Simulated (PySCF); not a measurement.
SMILES [OH][Al]([OH])[NH][Si](O)(O)O (H6AlNO5Si), B3LYP/def2-SVP optimised geometry. Atoms within 1.6 Å of the plane z = 0.0 Å (x, y, z in Å): Si1 (1.66, -0.44, -0.15), O2 (0.62, -1.75, -0.03), O3 (2.48, -0.60, -1.59), O4 (2.88, -0.46, 0.98), N5 (0.63, 0.91, 0.00), Al6 (-1.17, 0.91, 0.00), O7 (-1.93, 2.43, 0.00), O8 (-2.04, -0.55, 0.03), H9 (0.95, -2.56, -0.44), H10 (3.44, -0.52, -1.53), H12 (1.09, 1.82, 0.01), H13 (-2.88, 2.56, 0.00), H14 (-1.47, -1.33, 0.04).

Computed with B3LYP/def2-TZVP (PySCF). Cells within 0.4 Å of a nucleus heavier than hydrogen are left out (blank, or x).

Map of the deformation density (molecule minus spherical neutral atoms) (e/bohr³) on the plane z = 0.0 Å:

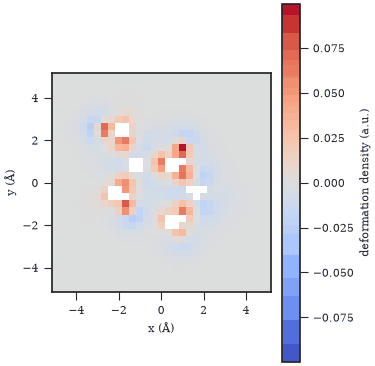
Deformation density (molecule minus spherical neutral atoms) (e/bohr³) on the plane z = 0.0 Å.
